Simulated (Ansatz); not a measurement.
CH₃Cl₃OZr: geometry relaxation (part 2 of 2)

Continued. System: CH₃Cl₃OZr. Method: RKS PBE0-D4/def2-TZVP (Ansatz 0.2.0). The geometry: GFN2-xTB start.

Geometry of the input (Å):
```
C  0.3090  -1.2103  0.8175
O  1.0158  -0.2529  0.0631
Zr 0.0145  1.0566  -0.7467
Cl -1.6730  0.0240  -1.8506
Cl 0.9941  2.5079  -2.1909
Cl -1.0422  2.2678  0.8536
H  -0.2047  -1.9144  0.1392
H  1.0176  -1.7695  1.4408
H  -0.4311  -0.7091  1.4739
```

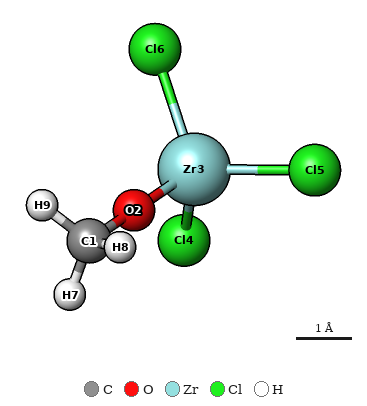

Figure 1. The geometry at step 13 of the log (ball-and-stick view, seen at a tilt; atoms are numbered from 1 in the order of the input).

Trajectory as extended XYZ, continued
```
9
Properties=species:S:1:pos:R:3:forces:R:3 step=5 energy=-41976.25260
C     0.3757   -1.3405    0.9026    0.3164   0.3389  -0.1566
O     0.5769   -0.2400    0.0174   -0.2532  -0.2994   0.3286
Zr   -0.2034    1.2356   -0.8650    0.0230  -0.3499   0.1720
Cl   -1.9313    0.2891   -2.1309    0.0371   0.0823  -0.0275
Cl    1.3651    2.4071   -2.1587    0.0096  -0.0242   0.0168
Cl   -1.1541    2.5281    0.8378    0.0147   0.0420  -0.0395
H     0.0008   -2.2007    0.3404    0.0647   0.0661  -0.0197
H     1.3310   -1.6084    1.3881   -0.3431   0.1608  -0.2236
H    -0.3607   -1.0704    1.6683    0.1309  -0.0167  -0.0505
9
Properties=species:S:1:pos:R:3:forces:R:3 step=6 energy=-41976.31732
C     0.4062   -1.3604    0.9129    0.1014  -0.0703   0.0543
O     0.3877   -0.2364    0.0820   -0.0804   0.0168   0.0077
Zr   -0.2912    1.2371   -0.8486    0.0492  -0.0053  -0.0165
Cl   -1.9786    0.4133   -2.2463   -0.0046   0.0317  -0.0114
Cl    1.4363    2.2533   -2.0665   -0.0112  -0.0034   0.0086
Cl   -1.1931    2.6721    0.7654   -0.0140   0.0265  -0.0205
H     0.0860   -2.2402    0.3511    0.0004  -0.0280  -0.0201
H     1.4179   -1.5288    1.2938   -0.0354   0.0400  -0.0450
H    -0.2712   -1.2100    1.7561   -0.0053  -0.0081   0.0430
9
Properties=species:S:1:pos:R:3:forces:R:3 step=7 energy=-41976.34027
C     0.4306   -1.3979    0.9341   -0.1995   0.2156  -0.0749
O     0.1996   -0.2607    0.1456    0.0859  -0.1343   0.0748
Zr   -0.3292    1.2337   -0.8376   -0.2200   0.1437  -0.0358
Cl   -1.9988    0.5404   -2.3320    0.0701   0.0141   0.0329
Cl    1.4848    2.1673   -1.9928    0.0248  -0.0416   0.0248
Cl   -1.2440    2.7859    0.6662    0.0556  -0.0573  -0.0519
H     0.1290   -2.2883    0.3792    0.0290  -0.0432   0.0242
H     1.4881   -1.4582    1.1860    0.1007  -0.0379   0.0193
H    -0.1603   -1.3222    1.8514    0.0534  -0.0591  -0.0135
9
Properties=species:S:1:pos:R:3:forces:R:3 step=8 energy=-41976.34834
C     0.4356   -1.3901    0.9287    0.0004   0.0115  -0.0079
O     0.1363   -0.2613    0.1610   -0.0085   0.0059  -0.0015
Zr   -0.3718    1.2378   -0.8309   -0.0043   0.0017  -0.0007
Cl   -1.9994    0.5638   -2.3738    0.0041   0.0039   0.0001
Cl    1.5109    2.0941   -1.9320   -0.0025  -0.0111   0.0096
Cl   -1.2545    2.8204    0.6523    0.0010  -0.0019  -0.0046
H     0.1409   -2.2926    0.3882    0.0003  -0.0065  -0.0011
H     1.5086   -1.4260    1.1302    0.0062   0.0000  -0.0028
H    -0.1065   -1.3460    1.8762    0.0032  -0.0034   0.0088
9
Properties=species:S:1:pos:R:3:forces:R:3 step=9 energy=-41976.34930
C     0.4385   -1.3892    0.9277    0.0006  -0.0017   0.0009
O     0.1067   -0.2631    0.1698   -0.0011  -0.0065   0.0052
Zr   -0.3837    1.2372   -0.8278   -0.0026   0.0038  -0.0025
Cl   -1.9958    0.5757   -2.3921   -0.0006   0.0008  -0.0027
Cl    1.5227    2.0692   -1.9044    0.0025  -0.0019   0.0021
Cl   -1.2668    2.8316    0.6423   -0.0018   0.0021  -0.0001
H     0.1345   -2.2946    0.3968   -0.0004   0.0017   0.0012
H     1.5178   -1.4171    1.0958   -0.0003   0.0016  -0.0040
H    -0.0739   -1.3497    1.8920    0.0038   0.0001  -0.0001
9
Properties=species:S:1:pos:R:3:forces:R:3 step=10 energy=-41976.34963
C     0.4415   -1.3897    0.9273    0.0184  -0.0038   0.0227
O     0.0759   -0.2668    0.1797    0.0043  -0.0095   0.0142
Zr   -0.3961    1.2357   -0.8240    0.0077   0.0071  -0.0104
Cl   -1.9865    0.5867   -2.4164    0.0030   0.0003   0.0050
Cl    1.5342    2.0509   -1.8706   -0.0072  -0.0042   0.0046
Cl   -1.2842    2.8435    0.6290   -0.0024  -0.0044   0.0006
H     0.1148   -2.2974    0.4131    0.0058   0.0127   0.0129
H     1.5287   -1.4159    1.0475   -0.0503  -0.0012  -0.0059
H    -0.0283   -1.3470    1.9145    0.0207   0.0031  -0.0435
9
Properties=species:S:1:pos:R:3:forces:R:3 step=11 energy=-41976.34972
C     0.4413   -1.3879    0.9262    0.0112   0.0014   0.0212
O     0.0792   -0.2645    0.1779    0.0013  -0.0049   0.0013
Zr   -0.3934    1.2381   -0.8256   -0.0032  -0.0208   0.0095
Cl   -1.9848    0.5858   -2.4155    0.0070   0.0012   0.0000
Cl    1.5405    2.0495   -1.8681   -0.0047   0.0072   0.0005
Cl   -1.2949    2.8345    0.6317    0.0057   0.0031  -0.0029
H     0.1041   -2.2951    0.4186   -0.0008   0.0090   0.0024
H     1.5285   -1.4228    1.0388   -0.0283   0.0021  -0.0062
H    -0.0204   -1.3377    1.9161    0.0117   0.0018  -0.0258
9
Properties=species:S:1:pos:R:3:forces:R:3 step=12 energy=-41976.34994
C     0.4409   -1.3890    0.9270    0.0005  -0.0003  -0.0007
O     0.0819   -0.2656    0.1776    0.0004  -0.0015   0.0017
Zr   -0.3931    1.2364   -0.8251    0.0005   0.0006  -0.0006
Cl   -1.9767    0.5813   -2.4212    0.0003  -0.0006  -0.0010
Cl    1.5366    2.0621   -1.8638   -0.0001   0.0010   0.0003
Cl   -1.2973    2.8330    0.6302   -0.0007   0.0000   0.0005
H     0.0878   -2.2945    0.4276   -0.0013   0.0008   0.0016
H     1.5281   -1.4347    1.0264   -0.0010  -0.0012  -0.0012
H    -0.0082   -1.3289    1.9213    0.0014   0.0012  -0.0006
9
Properties=species:S:1:pos:R:3:forces:R:3 step=13 energy=-41976.35015
C     0.4408   -1.3893    0.9272   -0.0054  -0.0232   0.0004
O     0.0811   -0.2661    0.1780    0.0027   0.0002  -0.0005
Zr   -0.3935    1.2358   -0.8247   -0.0010   0.0107  -0.0046
Cl   -1.9598    0.5758   -2.4358   -0.0017  -0.0002   0.0003
Cl    1.5384    2.0762   -1.8473    0.0018  -0.0019   0.0007
Cl   -1.3140    2.8258    0.6276   -0.0028  -0.0025  -0.0004
H     0.0483   -2.2921    0.4506    0.0145   0.0273   0.0210
H     1.5301   -1.4590    0.9880   -0.0201  -0.0043   0.0010
H     0.0286   -1.3070    1.9364    0.0119  -0.0062  -0.0180
9
Properties=species:S:1:pos:R:3:forces:R:3 step=14 energy=-41976.35023
C     0.4409   -1.3892    0.9271   -0.0001  -0.0427   0.0130
O     0.0849   -0.2658    0.1768   -0.0012  -0.0033   0.0002
Zr   -0.3929    1.2357   -0.8250    0.0015   0.0166  -0.0067
Cl   -1.9484    0.5721   -2.4451   -0.0005  -0.0011   0.0006
Cl    1.5407    2.0877   -1.8349   -0.0008  -0.0024   0.0007
Cl   -1.3296    2.8186    0.6250   -0.0010  -0.0051  -0.0008
H     0.0171   -2.2889    0.4697    0.0254   0.0500   0.0302
H     1.5304   -1.4814    0.9599   -0.0441  -0.0012   0.0018
H     0.0568   -1.2888    1.9465    0.0207  -0.0107  -0.0390
9
Properties=species:S:1:pos:R:3:forces:R:3 step=15 energy=-41976.35034
C     0.4405   -1.3888    0.9270    0.0024  -0.0265   0.0097
O     0.0861   -0.2651    0.1763   -0.0012  -0.0013  -0.0010
Zr   -0.3920    1.2365   -0.8253    0.0004   0.0057  -0.0029
Cl   -1.9469    0.5710   -2.4451   -0.0003   0.0001   0.0005
Cl    1.5412    2.0888   -1.8358   -0.0003  -0.0005   0.0012
Cl   -1.3314    2.8160    0.6265   -0.0004  -0.0021  -0.0014
H     0.0144   -2.2874    0.4716    0.0129   0.0291   0.0156
H     1.5293   -1.4839    0.9584   -0.0253   0.0003   0.0003
H     0.0588   -1.2872    1.9465    0.0118  -0.0050  -0.0220
9
Properties=species:S:1:pos:R:3:forces:R:3 step=16 energy=-41976.35042
C     0.4406   -1.3889    0.9270   -0.0002   0.0006  -0.0004
O     0.0850   -0.2651    0.1766    0.0001  -0.0008   0.0005
Zr   -0.3920    1.2366   -0.8255   -0.0001   0.0001   0.0000
Cl   -1.9441    0.5707   -2.4479    0.0002   0.0000  -0.0004
Cl    1.5428    2.0904   -1.8315    0.0002   0.0002   0.0004
Cl   -1.3361    2.8143    0.6250   -0.0005  -0.0001  -0.0001
H     0.0071   -2.2856    0.4776   -0.0007   0.0002   0.0006
H     1.5285   -1.4887    0.9498   -0.0001  -0.0005  -0.0008
H     0.0683   -1.2836    1.9489    0.0010   0.0003   0.0002
9
Properties=species:S:1:pos:R:3:forces:R:3 step=17 energy=-41976.35049
C     0.4403   -1.3886    0.9271    0.0028   0.0030   0.0002
O     0.0854   -0.2646    0.1765    0.0006   0.0003   0.0008
Zr   -0.3918    1.2373   -0.8254    0.0015  -0.0081  -0.0008
Cl   -1.9334    0.5673   -2.4561   -0.0005   0.0016   0.0015
Cl    1.5443    2.0975   -1.8234    0.0001   0.0012   0.0021
Cl   -1.3472    2.8082    0.6250   -0.0012   0.0023  -0.0007
H    -0.0155   -2.2817    0.4926    0.0008   0.0010   0.0023
H     1.5270   -1.5041    0.9278   -0.0063  -0.0007  -0.0003
H     0.0909   -1.2713    1.9559    0.0022  -0.0006  -0.0051
9
Properties=species:S:1:pos:R:3:forces:R:3 step=18 energy=-41976.34976 accepted=F
C     0.4405   -1.3893    0.9273    0.0303  -0.0604   0.0474
O     0.0873   -0.2654    0.1755    0.0020  -0.0099   0.0066
Zr   -0.3907    1.2358   -0.8271   -0.0041   0.0117   0.0041
Cl   -1.9082    0.5597   -2.4782    0.0069   0.0013   0.0018
Cl    1.5509    2.1243   -1.7903   -0.0072  -0.0065   0.0006
Cl   -1.3817    2.7934    0.6147    0.0043  -0.0082  -0.0049
H    -0.0839   -2.2715    0.5413    0.0664   0.0942   0.0543
H     1.5228   -1.5533    0.8599   -0.1365   0.0088   0.0165
H     0.1630   -1.2338    1.9769    0.0381  -0.0311  -0.1265
9
Properties=species:S:1:pos:R:3:forces:R:3 step=19 energy=-41976.35033 accepted=F
C     0.4405   -1.3884    0.9267    0.0077  -0.0208   0.0194
O     0.0858   -0.2651    0.1763    0.0012  -0.0105  -0.0025
Zr   -0.3917    1.2346   -0.8275   -0.0101   0.0706   0.0566
Cl   -1.9345    0.5685   -2.4553   -0.0197  -0.0124  -0.0246
Cl    1.5445    2.0987   -1.8212    0.0043  -0.0014  -0.0045
Cl   -1.3480    2.8098    0.6237    0.0205  -0.0368  -0.0340
H    -0.0156   -2.2822    0.4940   -0.0017   0.0050  -0.0028
H     1.5271   -1.5052    0.9274   -0.0038   0.0036  -0.0027
H     0.0920   -1.2708    1.9558    0.0017   0.0027  -0.0051
9
Properties=species:S:1:pos:R:3:forces:R:3 step=20 energy=-41976.35050
C     0.4405   -1.3888    0.9271    0.0009   0.0020  -0.0004
O     0.0856   -0.2649    0.1765    0.0003  -0.0006   0.0008
Zr   -0.3917    1.2367   -0.8256   -0.0006  -0.0007  -0.0001
Cl   -1.9341    0.5677   -2.4559    0.0001   0.0003   0.0000
Cl    1.5446    2.0982   -1.8221    0.0002   0.0003   0.0008
Cl   -1.3478    2.8086    0.6235   -0.0001   0.0001  -0.0006
H    -0.0160   -2.2818    0.4934   -0.0005  -0.0008   0.0006
H     1.5270   -1.5049    0.9271   -0.0010  -0.0007  -0.0006
H     0.0920   -1.2710    1.9560    0.0008   0.0001  -0.0006
9
Properties=species:S:1:pos:R:3:forces:R:3 step=21 energy=-41976.35055
C     0.4407   -1.3889    0.9271    0.0003   0.0020   0.0000
O     0.0853   -0.2650    0.1767   -0.0005  -0.0018   0.0014
Zr   -0.3923    1.2365   -0.8255    0.0018   0.0044   0.0006
Cl   -1.9277    0.5664   -2.4618   -0.0012  -0.0007  -0.0006
Cl    1.5457    2.1028   -1.8146   -0.0005  -0.0002   0.0007
Cl   -1.3555    2.8059    0.6217    0.0003  -0.0019  -0.0016
H    -0.0309   -2.2793    0.5045   -0.0006  -0.0014   0.0002
H     1.5258   -1.5154    0.9115    0.0003  -0.0006  -0.0008
H     0.1088   -1.2630    1.9605    0.0002   0.0002   0.0001
```

Key numbers

| quantity | value |
| --- | --- |
| outcome | converged |
| total energy | −41976.3506 eV |
| mean-field energy | −41976.1120 eV |
| dispersion energy | −0.2386 eV |
| SCF solution under orbital rotations | stable |
| largest force (length of the vector) at the end | 0.005 eV/Å |
| dipole moment | 3.47 D |
| hardware | 4 threads of Arm Neoverse V1, 23 GiB of memory available, shared host |
| wall time | 2.6 min (CPU time 9.9 min) |
| peak memory | 0.84 GiB |
